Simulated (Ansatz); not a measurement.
## GaNH$_{3}$Cl: nudged elastic band

The run: nudged elastic band of GaNH$_{3}$Cl. Method and program: RKS PBE-D4/def2-SVP (Ansatz 0.2.0).

One setting was made poor on purpose. It belongs to a series of runs on one base structure; here: band between the two ends. Figures and captions count atoms from 1; the log counts them from 0 in places.

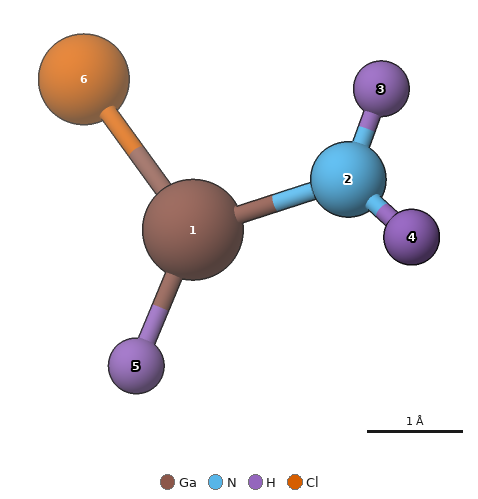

Fig. 1: The input geometry (ball-and-stick view, seen at a tilt; atoms are numbered from 1 in the order of the input). Sticks mark near contacts. Bond lengths as drawn: Cl–Ga 2.17 Å, Ga–H 1.56 Å, Ga–N 1.81 Å and H–N 1.02 Å.

**Summary**

| quantity | value |
| --- | --- |
| outcome | converged |
| barrier, forward | 2.119 eV |
| barrier, backward | 2.451 eV |
| hardware | 1 thread of Arm Neoverse V1, 24 GiB of memory available, shared host |
| wall time | 2.3 min |
| peak memory | 0.14 GiB |

**Notes**

A deliberately poor setting: straight start. The order of the saddle point was not checked.

**The input**
```yaml
crystal:
  periodic: [false, false, false]
  atoms:
    - { symbol: Ga, position_ang: [0.655954, 0.04307, 0.025568] }
    - { symbol: "N", position_ang: [0.949239, -0.026047, 1.812595] }
    - { symbol: H, position_ang: [0.19893, -0.120437, 2.499283] }
    - { symbol: H, position_ang: [1.873409, 0.004123, 2.245404] }
    - { symbol: H, position_ang: [1.747545, 0.182322, -1.076789] }
    - { symbol: Cl, position_ang: [-1.441876, -0.08303, -0.518361] }
basis:
  gaussian: { orbitals: def2-SVP }
hamiltonian:
  xc: pbe
  dispersion: d4
neb:
  order_check: false
  images: 7
  f_tol: 0.05
  max_iterations: 60
  initial_path: linear
  final_atoms:
    - { symbol: Ga, position_ang: [0.25857065, -1.15725109, -0.62325188] }
    - { symbol: "N", position_ang: [1.28965807, 0.13503426, 1.15538422] }
    - { symbol: H, position_ang: [0.41486359, 0.57984775, 1.47707821] }
    - { symbol: H, position_ang: [1.70837293, -0.36965414, 1.94834189] }
    - { symbol: H, position_ang: [1.94689746, 0.87924408, 0.88475354] }
    - { symbol: Cl, position_ang: [-1.63516169, -0.06721986, 0.14539402] }
```

Launch command:
```bash
ansatz run input.yaml --threads 1 --pin off --max-ram 2048MiB --backend cpu --events-out ev --progress --plain --runs-dir out
```

**Log**
```
Engine: ansatz 0.2.0, aarch64-unknown-linux-gnu
Functional definition: PBE
  parameter kappa = 0.804
  parameter beta = 0.06672455060314922
  exchange = pbe_x(kappa = kappa, mu = beta*pi^2/3)
  correlation = pbe_c(beta = beta)
896 factors; their error is unknown
mean field evaluation 1: about -66405.2234 eV, gradient 7.1e1 eV
mean field evaluation 2: about -66349.0671 eV, gradient 1.4e2 eV
mean field evaluation 4: about -66414.3760 eV, gradient 1.4e1 eV
mean field evaluation 8: about -66414.7332 eV, gradient 1.6e-1 eV
mean field evaluation 16: about -66414.6874 eV, gradient 1.1e-4 eV
mean field -66414.68743187 eV, -2440.6947456292 hartree, gradient 2.2e-5 eV, S^2 0.000000; 0 other end points of the search recorded, 0 dependent functions left out
the calculation of the forces begins
reference -66414.68746702 eV, -2440.6947469210 hartree; 29, 29 occupied and 50, 50 virtual orbitals, 896 factors
896 factors; their error is unknown
mean field evaluation 32: about -66415.0077 eV, gradient 2.3e-4 eV
mean field -66415.00768060 eV, -2440.7065145531 hartree, gradient 2.2e-5 eV, S^2 0.000000; 0 other end points of the search recorded, 0 dependent functions left out
[... from here on the field's lines of each further geometry are left out, up to the last ...]
NEB iter   1: max|band force component| = 4.895e0 eV/Å  barrier→ = 2.9245 eV  barrier← = 3.2560 eV  Δτ_max = 0.2000 Å  (246 SCF iters)
NEB iter   2: max|band force component| = 1.930e0 eV/Å  barrier→ = 2.1475 eV  barrier← = 2.4790 eV  Δτ_max = 0.2000 Å  (224 SCF iters)
NEB iter   3: max|band force component| = 3.227e0 eV/Å  barrier→ = 2.2155 eV  barrier← = 2.5471 eV  Δτ_max = 0.1012 Å  (211 SCF iters)
NEB iter   4: max|band force component| = 6.067e-1 eV/Å  barrier→ = 2.1675 eV  barrier← = 2.4990 eV  Δτ_max = 0.0933 Å  (198 SCF iters)
NEB iter   5: max|band force component| = 3.358e-1 eV/Å  barrier→ = 2.1395 eV  barrier← = 2.4710 eV  CI = image 4  Δτ_max = 0.1800 Å  (194 SCF iters)
NEB iter   6: max|band force component| = 7.221e-1 eV/Å  barrier→ = 2.1436 eV  barrier← = 2.4752 eV  CI = image 4  Δτ_max = 0.0913 Å  (196 SCF iters)
NEB iter   7: max|band force component| = 2.100e-1 eV/Å  barrier→ = 2.1217 eV  barrier← = 2.4532 eV  CI = image 4  Δτ_max = 0.0382 Å  (195 SCF iters)
NEB iter   8: max|band force component| = 1.382e-1 eV/Å  barrier→ = 2.1195 eV  barrier← = 2.4511 eV  CI = image 4  Δτ_max = 0.0281 Å  (197 SCF iters)
the calculation of the forces begins
reference -66414.97114385 eV, -2440.7051718522 hartree; 29, 29 occupied and 50, 50 virtual orbitals, 896 factors
896 factors; their error is unknown
mean field -66412.57214610 eV, -2440.6170103109 hartree, gradient 1.1e-5 eV, S^2 0.000000; 1 other end points of the search recorded, 0 dependent functions left out
the calculation of the forces begins
reference -66412.57217979 eV, -2440.6170115490 hartree; 29, 29 occupied and 50, 50 virtual orbitals, 896 factors
NEB iter   9: max|band force component| = 4.903e-2 eV/Å  barrier→ = 2.1193 eV  barrier← = 2.4508 eV  CI = image 4  Δτ_max = 0.0000 Å  (380 SCF iters)
```

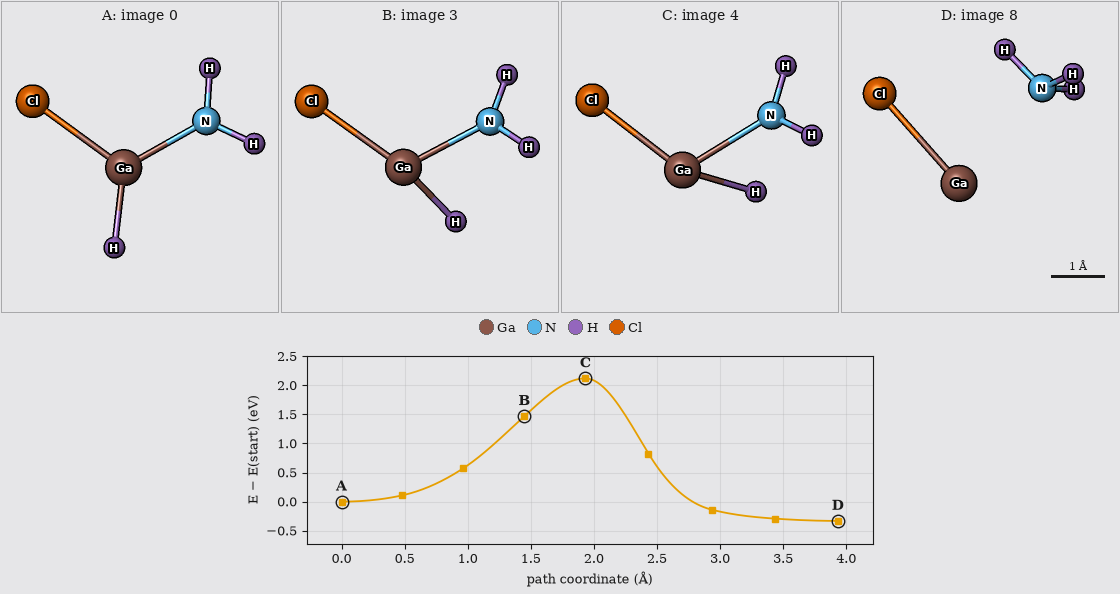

Fig. 2: Images of the last band (counted from 0; ball-and-stick, seen on its broad side) above the energy along the path; the line is a cubic interpolation that uses the forces. The highest image is number 4, 2.119 eV above the start and 2.451 eV above the end (the climbing image); the end lies 0.332 eV below the start. The path is 3.93 Å long. The band converged in 9 iterations.

```
Total energy: -66412.67987527 eV, -2440.6209692849 hartree
Atom 0 at     0.234821    -0.896226     0.069476 Å, force    -0.000320    -0.001017     0.011014 eV/Å
Atom 1 at     1.167862     0.332899     1.329922 Å, force    -0.027181    -0.018334    -0.031384 eV/Å
Atom 2 at     0.895910     1.148784     1.909777 Å, force     0.016090    -0.000563     0.012814 eV/Å
Atom 3 at     2.094853     0.000058     1.636168 Å, force     0.004230     0.013020     0.011913 eV/Å
Atom 4 at     1.532928     0.104327    -0.252640 Å, force     0.000104     0.003776    -0.002099 eV/Å
Atom 5 at    -1.943175    -0.689840     0.294997 Å, force     0.007077     0.003117    -0.002258 eV/Å
Dipole moment:     0.553351     0.184951     0.278121 e Å
this run last wrote the band of iteration 9 to [file]
```

**The last band as extended XYZ (Å, eV, eV/Å)**
```
6
Properties=species:S:1:pos:R:3:forces:R:3 image=0 energy=-66414.79913
Ga    0.6560    0.0431    0.0256   -0.0003  -0.0017  -0.0016
N     0.9492   -0.0260    1.8126    0.0033  -0.0028   0.0116
H     0.1989   -0.1204    2.4993    0.0009  -0.0011  -0.0180
H     1.8734    0.0041    2.2454   -0.0045   0.0047  -0.0085
H     1.7475    0.1823   -1.0768    0.0085  -0.0005   0.0083
Cl   -1.4419   -0.0830   -0.5184   -0.0080   0.0014   0.0082
6
Properties=species:S:1:pos:R:3:forces:R:3 image=1 energy=-66414.69012
Ga    0.5064   -0.0643    0.0307    0.0777   0.1292   0.0950
N     0.9806    0.0589    1.7746    0.0030  -0.0004   0.0541
H     0.4098    0.2747    2.5898   -0.1087  -0.1799   0.0704
H     1.9699   -0.0539    2.0015    0.0240   0.1545   0.1190
H     1.7019    0.1192   -0.9464   -0.0765  -0.1617  -0.3322
Cl   -1.5853   -0.3346   -0.4626    0.0805   0.0584  -0.0064
6
Properties=species:S:1:pos:R:3:forces:R:3 image=2 energy=-66414.22376
Ga    0.3875   -0.3018    0.0369    0.0897   0.5884   0.2859
N     1.0341    0.1678    1.6680   -0.0808  -0.0353   0.2777
H     0.6171    0.6534    2.4557   -0.1925  -0.2809   0.4091
H     2.0185   -0.0701    1.8096    0.0550   0.2889   0.1297
H     1.6727    0.0822   -0.7449   -0.0516  -0.5415  -0.9788
Cl   -1.7466   -0.5314   -0.2376    0.1802  -0.0196  -0.1236
6
Properties=species:S:1:pos:R:3:forces:R:3 image=3 energy=-66413.32953
Ga    0.3082   -0.6002    0.0530    0.1325   0.7898   0.5139
N     1.0980    0.2681    1.5067   -0.2051   0.0050   0.4309
H     0.7774    0.9396    2.2033   -0.2177  -0.2245   0.5794
H     2.0558   -0.0494    1.6984    0.0198   0.2496   0.0103
H     1.6108    0.0766   -0.5109    0.1039  -0.7349  -1.3695
Cl   -1.8670   -0.6346    0.0372    0.1666  -0.0849  -0.1650
6
Properties=species:S:1:pos:R:3:forces:R:3 image=4 energy=-66412.67984
Ga    0.2348   -0.8962    0.0695   -0.0003  -0.0010   0.0110
N     1.1679    0.3329    1.3299   -0.0272  -0.0183  -0.0314
H     0.8959    1.1488    1.9098    0.0161  -0.0006   0.0128
H     2.0949    0.0001    1.6362    0.0042   0.0130   0.0119
H     1.5329    0.1043   -0.2526    0.0001   0.0038  -0.0021
Cl   -1.9432   -0.6898    0.2950    0.0071   0.0031  -0.0023
6
Properties=species:S:1:pos:R:3:forces:R:3 image=5 energy=-66413.97171
Ga    0.1619   -1.1862    0.1258   -0.4808  -1.6206  -0.4960
N     1.2549    0.3751    1.1338    0.5753  -0.1241  -1.0801
H     0.9351    1.2471    1.6261    0.1751  -0.1400  -1.1122
H     2.1325    0.0828    1.5832    0.0739  -0.2320   0.0576
H     1.4833    0.2347    0.0164   -0.0433   1.8661   2.4269
Cl   -1.9845   -0.7536    0.5023   -0.3001   0.2507   0.2039
6
Properties=species:S:1:pos:R:3:forces:R:3 image=6 energy=-66414.93675
Ga    0.1250   -1.5711    0.2772   -0.0920  -0.3881   0.0245
N     1.2724    0.3904    1.0260    0.0292  -0.0571  -0.0696
H     0.8626    1.2629    1.3937   -0.0478  -0.0832  -0.1270
H     2.1474    0.2050    1.5345   -0.0039  -0.0197   0.0292
H     1.5384    0.5215    0.0392    0.1265   0.4231   0.0975
Cl   -1.9626   -0.8087    0.7172   -0.0120   0.1250   0.0455
6
Properties=species:S:1:pos:R:3:forces:R:3 image=7 energy=-66415.09114
Ga    0.2036   -1.7865    0.5322    0.0030  -0.0501   0.0264
N     1.2764    0.3779    0.8688    0.0082  -0.0189  -0.0338
H     0.6195    1.0728    1.2529   -0.0627  -0.0822  -0.0051
H     2.1241    0.3823    1.4529   -0.0119   0.0079   0.0028
H     1.5578    0.7108   -0.0635    0.0256   0.0720  -0.0002
Cl   -1.7982   -0.7574    0.9444    0.0377   0.0713   0.0099
6
Properties=species:S:1:pos:R:3:forces:R:3 image=8 energy=-66415.13067
Ga    0.3576   -1.8712    0.6767   -0.0017   0.0041   0.0005
N     1.2652    0.3803    0.7382   -0.0031  -0.0026  -0.0058
H     0.3833    0.8368    1.0218    0.0005   0.0007   0.0020
H     1.9851    0.5994    1.4400   -0.0007   0.0009   0.0024
H     1.5694    0.7963   -0.1526    0.0024  -0.0010   0.0007
Cl   -1.5775   -0.7416    1.2636    0.0027  -0.0021   0.0002
```
